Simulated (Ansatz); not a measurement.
## How many bands does the GW gap of Si3N4 (Fd-3m) need?

Wanted: a G0W0 gap for Si3N4 (Fd-3m) that is converged in bands and cutoff, or an estimate of the limit.

Program: Ansatz 0.2.0. Level of theory: G0W0 on PBE, plane waves, PAW. Results are calculated unless marked as measured.

## (1) Starting point

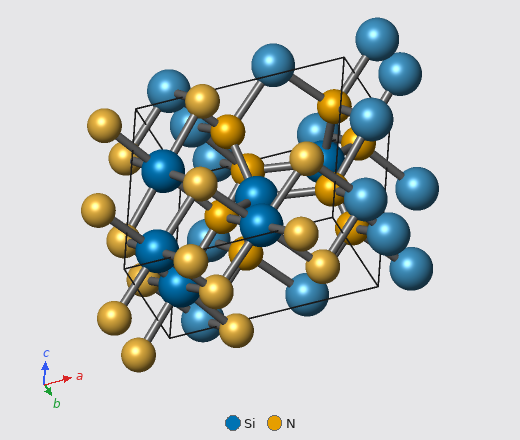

The cell as given, from a free direction (silicon blue, nitrogen orange). Some periodic images of atoms are drawn too.

Structure file:

```
Si N
1.0
     0.00000    3.89372    3.89372
     3.89372    0.00000    3.89372
     3.89372    3.89372    0.00000
Si N
6 8
Direct
  0.12500 0.12500 0.62500
  0.12500 0.62500 0.12500
  0.62500 0.12500 0.12500
  0.12500 0.12500 0.12500
  0.75000 0.75000 0.75000
  0.50000 0.50000 0.50000
  0.36756 0.36756 0.36756
  0.35269 0.88244 0.88244
  0.88244 0.88244 0.35269
  0.88244 0.35269 0.88244
  0.36756 0.36756 0.89731
  0.36756 0.89731 0.36756
  0.88244 0.88244 0.88244
  0.89731 0.36756 0.36756
```

The cell and positions are those that the Materials Project relaxed with its own functionals (PBE, PBE+U or r2SCAN), kept fixed. This is not the form that Si3N4 usually takes at ambient conditions. The default PAW set here is soft_2. Its files were made with PBE.

## (2) 89 empty bands, screening to 48 eV

Now the one-shot GW correction: screening in the RPA, then the self-energy of the levels asked for.

Contents of input.yaml:

```yaml
crystal:
  lattice:
    - [0.0, 3.893718, 3.893718]
    - [3.893718, 0.0, 3.893718]
    - [3.893718, 3.893718, 0.0]
  atoms:
    - { symbol: Si, position: [0.125, 0.125, 0.625] }
    - { symbol: Si, position: [0.125, 0.625, 0.125] }
    - { symbol: Si, position: [0.625, 0.125, 0.125] }
    - { symbol: Si, position: [0.125, 0.125, 0.125] }
    - { symbol: Si, position: [0.75, 0.75, 0.75] }
    - { symbol: Si, position: [0.5, 0.5, 0.5] }
    - { symbol: "N", position: [0.367563, 0.367563, 0.367563] }
    - { symbol: "N", position: [0.352689, 0.882437, 0.882437] }
    - { symbol: "N", position: [0.882437, 0.882437, 0.352689] }
    - { symbol: "N", position: [0.882437, 0.352689, 0.882437] }
    - { symbol: "N", position: [0.367563, 0.367563, 0.897311] }
    - { symbol: "N", position: [0.367563, 0.897311, 0.367563] }
    - { symbol: "N", position: [0.882437, 0.882437, 0.882437] }
    - { symbol: "N", position: [0.897311, 0.367563, 0.367563] }
kpoints:
  mp_grid: { grid: [4, 4, 4] }
hamiltonian:
  xc: pbe
scf:
  occupations: { method: fixed }
gw:
  n_empty_bands: 89
  ecut_chi: 48
  qp_bands: [v4, c4]
  qp_kpoints: band_edges
  screening: { model: contour_deformation }
```

Command:

```
$ ansatz run input.yaml --threads 24 --pin off --max-ram 82944MiB --backend cuda --events-out ev --progress --plain --runs-dir out --devices 1 --max-vram 78GiB
```

Numbers of over 12 decimals in the logs are rounded to 6 here.

What it wrote:

```text
GPUs: using 1 of 1 available (devices: 1).
Engine: ansatz 0.2.0, aarch64-unknown-linux-gnu
Pseudopotentials: kind: paw
Pseudopotential: Si, paw, valence charge 4, recommended cutoff 420 eV (normal), Si.paw.azcp
Pseudopotential: N, paw, valence charge 5, recommended cutoff 420 eV (normal), N.paw.azcp
Functional definition: PBE
  parameter kappa = 0.804
  parameter beta = 0.066725
  exchange = pbe_x(kappa = kappa, mu = beta*pi^2/3)
  correlation = pbe_c(beta = beta)
[...]
Crystal: 14 atoms, lattice volume = 118.066 Å³
Basis set: ecut = 420 eV, 2277 PW (Γ)
Bands: 46, of which v1, the nominal top of the filled ones, is band 32 counted from 1 (31 counted from 0)
Symmetry: 48 space group operations
Space group: Fd-3m (ITA 227), of the structure as read, at distance tolerance 4.9e-5 Å
k-points: 8 of 64
Non-local potential: Si, projectors of the file, l = 0: 2, l = 1: 2, l = 2: 2
Non-local potential: N, projectors of the file, l = 0: 2, l = 1: 2, l = 2: 1
PAW form: soft (Blöchl's): semilocal exchange-correlation on the pseudo side does not see the compensation charge
PAW one-centre angular grid: Si, 110 points (default); XC on 64 Gauss nodes
PAW one-centre angular grid: N, 110 points (default); XC on 64 Gauss nodes
Initial density: superposition of atomic densities (neutral atoms: chi_scale 0, normalization atom), corrected by the library's trained network
Initial wavefunctions: pseudopotential atomic-orbital guess
[...]
Functional: x = pbe(κ = 0.804, μ = 0.219515), c = pbe(β = 0.066725)
SCF iter   1: F=—  HF=-6899.811041 eV  |F-HF|=—  |Δ(HF+E_count)|=         —  Δρ=4.05e-3  dr2=3.40e-2  ethr=1.77e-3  ⟨swp⟩=5.0  Hψ=1515  notcnv=0  defer=92
preconditioner: auto → Resta (q_TF=auto, 2.464 Å⁻¹)  ε∞=4.3  [insulator: Δε(μ)=3.365 eV  Ē_g=14.984 eV  n_scr=26 (ndim 8)  ℏωp=27.3 eV  f_vac=0.000  ε∞_Penn≈4.3]
SCF iter   2: F=—  HF=-6899.798089 eV  |F-HF|=—  |Δ(HF+E_count)|=   1.30e-2  Δρ=1.66e-3  dr2=5.33e-3  ethr=5.31e-5  ⟨swp⟩=2.2  Hψ=581  notcnv=0  defer=92
SCF iter   3: F=—  HF=-6899.797560 eV  |F-HF|=—  |Δ(HF+E_count)|=   5.28e-4  Δρ=4.67e-4  dr2=1.57e-4  ethr=8.33e-6  ⟨swp⟩=2.8  Hψ=516  notcnv=0  defer=92
SCF iter   4: F=—  HF=-6899.797625 eV  |F-HF|=—  |Δ(HF+E_count)|=   6.49e-5  Δρ=1.70e-4  dr2=2.03e-5  ethr=2.46e-7  ⟨swp⟩=3.0  Hψ=587  notcnv=0  defer=89
SCF iter   5: F=—  HF=-6899.797638 eV  |F-HF|=—  |Δ(HF+E_count)|=   1.22e-5  Δρ=1.90e-5  dr2=3.28e-7  ethr=3.17e-8  ⟨swp⟩=2.5  Hψ=610  notcnv=0  defer=78
SCF iter   6: F=-6899.797638 eV  HF=-6899.797638 eV  |F-HF|=6.68e-9  |Δ(HF+E_count)|=   2.91e-7  Δρ=4.17e-6  dr2=1.73e-8  ethr=1.56e-10  ⟨swp⟩=16.5  Hψ=2025  notcnv=0
SCF 1 converged in 6 iterations: F = -6899.797638 eV  dr2 = 1.73e-8
  greatest PAW one-centre occupation: 0.789 electrons in one spin orbital (limit 2), on the N atom at site 12 (counted from 0), in its partial waves of l = 0
[...]
NSCF: frozen V_eff on 8 k-points
the band table was solved once the SCF had ended and its energy, with any forces and stress, was formed, with the checks that follow a solve (1535 applications of the Hamiltonian). They found nothing against the state; the energy, forces and stress were not computed again (output.eigenvalues in the input reference)
[...]
NSCF: frozen V_eff on 8 k-points
G₀W₀ screening: q 1/8
[... further progress lines ...]
[...]
NSCF: frozen V_eff on 1 k-points
SCF converged after 6 iterations
Free energy (F): -6899.797638 eV
Harris-Foulkes:  -6899.797638 eV  (|F-HF|=6.68e-9)
Internal energy: -6899.797638 eV  (E = F + TS)
E sigma→0 (E₀):  -6899.797638 eV
Fermi energy:    10.952125 eV
--- Per-component energies (eV) ---
  E_band       = 271.292256
  E_kinetic    = 1360.532061
  E_local      = -1483.317157  (includes V_loc(G=0)·N_el)
  E_nonlocal   = 501.701837
  E_hartree    = 491.761990
  E_xc         = -831.500280
  E_vxc        = -919.279217  (∫ρ·V_xc dr)
  E_paw        = -4098.135667  (= ΣΔE_a)
  E_vpaw       = -171.866505  (= ΣTr[D̂ρ^β])
  E_aug_tail   = 0.000852  (compensation charges beyond the density's cutoff)
  E_ewald      = -2840.841273
  E_smearing   = -0.000000  (= −TS)
  E_closure    = -0.000000  (closes the sum)
  Σ components = -6899.797638   (vs F -6899.797638, Δ=0.00e0)
[...]
0    36     15.8599    -9.3723    -4.0636   -14.8602  0.8384    17.2960    17.2841  root
     1    29     10.4899   -22.0718     3.9692   -18.1059  0.8095    10.4932    10.4932  root
     1    30     10.5363   -21.9565     3.9833   -17.9704  0.8091    10.5335    10.5335  root
     1    31     10.8411   -22.3309     3.8990   -18.5069  0.8117    10.9161    10.9161  root
     1    32     10.8411   -22.3309     3.8990   -18.5069  0.8117    10.9161    10.9161  root
     1    33     15.0673    -8.5513    -3.8663   -13.5789  0.8400    16.2361    16.2286  root
     1    34     15.3235    -8.5549    -3.8469   -13.5674  0.8387    16.4968    16.4892  root
     1    35     15.3235    -8.5549    -3.8469   -13.5674  0.8387    16.4968    16.4892  root
     1    36     16.9454    -9.5742    -4.1836   -15.2916  0.8318    18.4950    18.4792  root
     2    29     10.5063   -22.3391     3.9471   -18.4107  0.8106    10.5250    10.5250  root
     2    30     10.5063   -22.3391     3.9471   -18.4107  0.8106    10.5250    10.5250  root
     2    31     10.6452   -22.0275     3.9313   -18.1359  0.8102    10.6850    10.6850  root
     2    32     10.6452   -22.0275     3.9313   -18.1359  0.8102    10.6850    10.6850  root
     2    33     15.9049    -8.2547    -4.0645   -13.5609  0.8372    17.1560    17.1466  root
     2    34     16.7458    -7.3040    -4.2072   -12.6761  0.8335    17.9200    17.9106  root
     2    35     16.7458    -7.3040    -4.2072   -12.6761  0.8335    17.9200    17.9106  root
     2    36     17.2173    -9.3561    -4.2611   -15.0836  0.8345    18.6981    18.6837  root
     3    29     10.3990   -21.9638     4.0035   -17.9568  0.8087    10.3955    10.3955  root
     3    30     10.4157   -22.2376     3.9507   -18.2832  0.8101    10.4120    10.4120  root
     3    31     10.4157   -22.2376     3.9507   -18.2832  0.8101    10.4120    10.4120  root
     3    32     10.7262   -22.0276     3.9563   -18.1057  0.8099    10.7606    10.7606  root
     3    33     15.3584    -8.3924    -3.9413   -13.4950  0.8390    16.5275    16.5197  root
     3    34     15.9195    -9.0827    -3.8213   -14.1824  0.8347    17.2077    17.1979  root
     3    35     15.9195    -9.0827    -3.8213   -14.1824  0.8347    17.2077    17.1979  root
[...]
7    29      9.9327   -22.0392     4.0166   -17.9381  0.8075     9.8481     9.8482  root
     7    30      9.9327   -22.0392     4.0166   -17.9381  0.8075     9.8481     9.8482  root
     7    31     10.2488   -21.7393     3.9480   -17.7548  0.8088    10.2124    10.2124  root
     7    32     10.2488   -21.7393     3.9480   -17.7548  0.8088    10.2124    10.2124  root
     7    33     17.6238    -8.0740    -4.1967   -13.6366  0.8266    19.0044    18.9898  root
     7    34     17.6238    -8.0740    -4.1967   -13.6366  0.8266    19.0044    18.9898  root
     7    35     18.1337    -8.3441    -4.3784   -14.2085  0.8238    19.6385    19.6196  root
     7    36     18.1337    -8.3441    -4.3784   -14.2085  0.8238    19.6385    19.6196  root
```

Elapsed: 1.8 s, on 1 × NVIDIA GB200 (shared by 2 runs) with 24 threads of Arm Neoverse V2, shared host; peak memory 1.2 GiB.

The column dr2 measures how far the density is from self-consistency, as an energy; F and HF (Harris–Foulkes) agree once it is small.

This step gave:

```
bands summed                                 : 121
RPA ε∞ on this mesh (eigenvalues)            : 5.202, 5.202, 5.202
plane waves in the screening matrix          : 89
q-points in the mesh                         : 64
G0W0 gap on the mesh                         : 4.341 eV
k of the valence top                         : 0, 0.25, -0.25
k of the conduction bottom                   : 0, 0, 0
starting gap on the mesh                     : 3.372 eV
Z at the valence top                         : 0.8120
Z at the conduction bottom                   : 0.8420
least direct G0W0 gap on the computed points : 4.362 eV
```

The gap on the mesh goes from 3.37 eV to 4.34 eV, a correction of +0.97 eV. Between the two edge states, bare exchange in place of the xc potential would open the gap by 8.60 eV, and correlation takes back 7.63 eV.

## (3) 252 empty bands, screening to 96 eV

Bands and screening cutoff are moved together, since each hides the error of the other.

input.yaml: that of step 2 with these lines changed.

```diff
@@ -27,4 +27,4 @@
 gw:
-  n_empty_bands: 89
-  ecut_chi: 48
+  n_empty_bands: 252
+  ecut_chi: 96
   qp_bands: [v4, c4]
```

What it wrote:

```text
GPUs: using 1 of 1 available (devices: 1).
[...]
Crystal: 14 atoms, lattice volume = 118.066 Å³
Basis set: ecut = 420 eV, 2277 PW (Γ)
Bands: 46, of which v1, the nominal top of the filled ones, is band 32 counted from 1 (31 counted from 0)
Symmetry: 48 space group operations
[...]
k-points: 8 of 64
[...]
SCF iter   1: F=—  HF=-6899.811041 eV  |F-HF|=—  |Δ(HF+E_count)|=         —  Δρ=4.05e-3  dr2=3.40e-2  ethr=1.77e-3  ⟨swp⟩=5.0  Hψ=1515  notcnv=0  defer=92
[...]
SCF iter   6: F=-6899.797638 eV  HF=-6899.797638 eV  |F-HF|=6.68e-9  |Δ(HF+E_count)|=   2.91e-7  Δρ=4.17e-6  dr2=1.73e-8  ethr=1.56e-10  ⟨swp⟩=16.5  Hψ=2025  notcnv=0
SCF 1 converged in 6 iterations: F = -6899.797638 eV  dr2 = 1.73e-8
[...]
NSCF: frozen V_eff on 8 k-points
[...]
G₀W₀ screening: q 1/8
[... further progress lines ...]
[...]
SCF converged after 6 iterations
Free energy (F): -6899.797638 eV
[...]
Internal energy: -6899.797638 eV  (E = F + TS)
E sigma→0 (E₀):  -6899.797638 eV
Fermi energy:    10.952125 eV
[...]
0    36     15.8599    -9.3723    -4.4759   -14.8602  0.8313    16.8775    16.8718  root
     1    29     10.4899   -22.0718     3.4595   -18.1059  0.8013     9.9818     9.9835  root
     1    30     10.5363   -21.9565     3.4747   -17.9704  0.8009    10.0233    10.0250  root
     1    31     10.8411   -22.3309     3.3728   -18.5069  0.8031    10.3886    10.3899  root
     1    32     10.8411   -22.3309     3.3728   -18.5069  0.8031    10.3886    10.3899  root
     1    33     15.0673    -8.5513    -4.2432   -13.5789  0.8346    15.8550    15.8517  root
     1    34     15.3235    -8.5549    -4.2318   -13.5674  0.8333    16.1075    16.1042  root
     1    35     15.3235    -8.5549    -4.2318   -13.5674  0.8333    16.1075    16.1042  root
[...]
7    33     17.6238    -8.0740    -4.6609   -13.6366  0.8204    18.5317    18.5256  root
     7    34     17.6238    -8.0740    -4.6609   -13.6366  0.8204    18.5317    18.5256  root
     7    35     18.1337    -8.3441    -4.8508   -14.2085  0.8169    19.1555    19.1472  root
     7    36     18.1337    -8.3441    -4.8508   -14.2085  0.8169    19.1555    19.1472  root
```

It took 2.5 s on 1 × NVIDIA GB200 (shared by 2 runs) with 24 threads; peak memory 1.3 GiB.

Numbers from this step:

```yaml
bands_summed: 284
rpa_eps_infinity_on_this_mesh_eigenvalues: 5.138, 5.138, 5.138
plane_waves_in_the_screening_matrix: 259
q_points_in_the_mesh: 64
g0w0_gap_on_the_mesh: 4.520 eV
k_of_the_valence_top: 0, 0.25, -0.25
k_of_the_conduction_bottom: 0, 0, 0
starting_gap_on_the_mesh: 3.372 eV
z_at_the_valence_top: 0.8032
z_at_the_conduction_bottom: 0.8369
least_direct_g0w0_gap_on_the_computed_points: 4.540 eV
```

Against the run with 4×4×4 mesh, 89 empty bands, screening to 48 eV, the gap moves by +0.18 eV.

## (4) 542 empty bands, screening to 160 eV

input.yaml: that of step 3 with these lines changed.

```diff
@@ -27,4 +27,4 @@
 gw:
-  n_empty_bands: 252
-  ecut_chi: 96
+  n_empty_bands: 542
+  ecut_chi: 160.0
   qp_bands: [v4, c4]
```

What it wrote:

```text
GPUs: using 1 of 1 available (devices: 1).
[...]
Crystal: 14 atoms, lattice volume = 118.066 Å³
Basis set: ecut = 420 eV, 2277 PW (Γ)
Bands: 46, of which v1, the nominal top of the filled ones, is band 32 counted from 1 (31 counted from 0)
Symmetry: 48 space group operations
[...]
k-points: 8 of 64
[...]
1    35     15.3235    -8.5549    -4.4122   -13.5674  0.8320    15.9257    15.9238  root
[...]
7    33     17.6238    -8.0740    -4.8697   -13.6366  0.8189    18.3204    18.3168  root
     7    34     17.6238    -8.0740    -4.8697   -13.6366  0.8189    18.3204    18.3168  root
     7    35     18.1337    -8.3441    -5.0710   -14.2085  0.8152    18.9320    18.9271  root
     7    36     18.1337    -8.3441    -5.0710   -14.2085  0.8152    18.9320    18.9271  root
[key lines of the parts left out:]
SCF converged after 6 iterations
Free energy (F): -6899.797638 eV
Fermi energy:    10.952125 eV
```

The job ended after 6.4 s (1 × NVIDIA GB200 (shared by 2 runs) with 24 threads; peak memory 2 GiB; 17 s of CPU time).

This step gave:

- bands summed: 574
- RPA ε∞ on this mesh (eigenvalues): 5.067, 5.067, 5.067
- plane waves in the screening matrix: 537
- G0W0 gap on the mesh: 4.716 eV
- k of the valence top: 0, 0.25, -0.25
- k of the conduction bottom: 0, 0, 0
- starting gap on the mesh: 3.372 eV
- least direct G0W0 gap on the computed points: 4.738 eV

Against the run with 4×4×4 mesh, 252 empty bands, screening to 96 eV, the gap moves by +0.20 eV.

## (5) Changing the k mesh: 2×2×2 mesh, 252 empty bands, screening to 96 eV

A second mesh at equal bands and cutoff isolates the sampling error. Bands and cutoff differ from the step before, so it is read against an earlier run that matches them.

input.yaml: that of step 4 with these lines changed.

```diff
@@ -21,3 +21,3 @@
 kpoints:
-  mp_grid: { grid: [4, 4, 4] }
+  mp_grid: { grid: [2, 2, 2] }
 hamiltonian:
@@ -27,4 +27,4 @@
 gw:
-  n_empty_bands: 542
-  ecut_chi: 160.0
+  n_empty_bands: 252
+  ecut_chi: 96
   qp_bands: [v4, c4]
```

What it wrote:

```text
GPUs: using 1 of 1 available (devices: 1).
[...]
device memory: the entry about to start is reckoned to put 2.5 GiB on a device that reports 172.7 GiB free (of which the cap on the GPU budget leaves the run 78.0 GiB)
GPU FFT provider: cuFFT
GPU libraries: cuBLAS 13.8.1, cuFFT 12.4.0, cuSOLVER 12.3.2
GPU matrix products: emulated (plane waves: as basis.precision tells), large ones in fixed point in workspaces of 1.00 GiB
[...]
0    36     15.8727    -9.1522    -4.7043   -14.8314  0.8274    16.8533    16.8476  root
[...]
2    33     17.6131    -7.8905    -4.9809   -13.7642  0.8195    18.5121    18.5059  root
     2    34     17.6131    -7.8905    -4.9809   -13.7642  0.8195    18.5121    18.5059  root
     2    35     17.9486    -8.9626    -4.6851   -14.6132  0.8146    18.9216    18.9141  root
     2    36     17.9486    -8.9626    -4.6851   -14.6132  0.8146    18.9216    18.9141  root
[key lines of the parts left out:]
SCF converged after 6 iterations
Free energy (F): -6899.103122 eV
Fermi energy:    10.994721 eV
```

Run time: 1.5 s. Hardware: 1 × NVIDIA GB200 (shared by 2 runs) with 24 threads; peak memory 1.2 GiB; 3.3 s of CPU time.

Numbers from this step:

| Property | Result |
| --- | --- |
| bands summed | 284 |
| RPA ε∞ on this mesh (eigenvalues) | 6.218, 6.218, 6.218 |
| plane waves in the screening matrix | 259 |
| G0W0 gap on the mesh | 4.432 eV |
| k of the valence top | 0, 0, 0 |
| k of the conduction bottom | 0, 0, 0 |
| starting gap on the mesh | 3.334 eV |
| least direct G0W0 gap on the computed points | 4.432 eV |

Against the run with 4×4×4 mesh, 252 empty bands, screening to 96 eV, the gap moves by −0.09 eV, while the start moved by −0.04 eV. A band edge is found at another k point on this mesh.

## (6) Changing the frequency model: 4×4×4 mesh, 252 empty bands, screening to 96 eV, plasmon pole

A plasmon pole stands in for the full frequency dependence of the screening; this run shows what that costs in accuracy.

input.yaml: that of step 5 with these lines changed.

```diff
@@ -21,3 +21,3 @@
 kpoints:
-  mp_grid: { grid: [2, 2, 2] }
+  mp_grid: { grid: [4, 4, 4] }
 hamiltonian:
@@ -31,2 +31,2 @@
   qp_kpoints: band_edges
-  screening: { model: contour_deformation }
+  screening: { model: godby_needs }
```

What it wrote:

```text
GPUs: using 1 of 1 available (devices: 1).
[...]
Crystal: 14 atoms, lattice volume = 118.066 Å³
Basis set: ecut = 420 eV, 2277 PW (Γ)
Bands: 46, of which v1, the nominal top of the filled ones, is band 32 counted from 1 (31 counted from 0)
Symmetry: 48 space group operations
[...]
k-points: 8 of 64
[...]
1    35     15.3235    -8.5549    -4.2226   -13.5674  0.8383    16.1158    16.1134  root
[...]
7    33     17.6238    -8.0740    -4.6331   -13.6366  0.8299    18.5573    18.5533  root
     7    34     17.6238    -8.0740    -4.6331   -13.6366  0.8299    18.5573    18.5533  root
     7    35     18.1337    -8.3441    -4.8176   -14.2085  0.8273    19.1857    19.1805  root
     7    36     18.1337    -8.3441    -4.8176   -14.2085  0.8273    19.1857    19.1805  root
[key lines of the parts left out:]
SCF converged after 6 iterations
Free energy (F): -6899.797638 eV
Fermi energy:    10.952125 eV
```

It took 3.2 s on 1 × NVIDIA GB200 (shared by 2 runs) with 24 threads; peak memory 1.7 GiB; 21 s of CPU time.

Numbers from this step:

```
bands summed                                 : 284
plasmon-pole fit frequency                   : 27.34 eV
RPA ε∞ on this mesh (eigenvalues)            : 5.138, 5.138, 5.138
plane waves in the screening matrix          : 259
G0W0 gap on the mesh                         : 4.490 eV
k of the valence top                         : 0, 0.25, -0.25
k of the conduction bottom                   : 0, 0, 0
starting gap on the mesh                     : 3.372 eV
least direct G0W0 gap on the computed points : 4.511 eV
```

Against the run with 4×4×4 mesh, 252 empty bands, screening to 96 eV, the gap moves by −0.03 eV.

(Part 1 of 2 ends here.)

[Paths, hosts, dates, memory and timing lines, banners, echoed tables and standing remarks are left out of the program output.]

[Logs are printed without paths, hosts, clocks, repeated set-up lines and the standing remarks that a program may print on its own settings, such as how far it seeks lower states.]

[Runs of the session that timed out or met a known fault of the program may be left out.]

[Cells called generated may have been cut or substituted from an entry of the Crystallography Open Database or the Materials Project.]

[Hosts, paths, dates, database ids (printed as entryN), source tags and the programs' standing remarks are cut or masked in the printed files.]
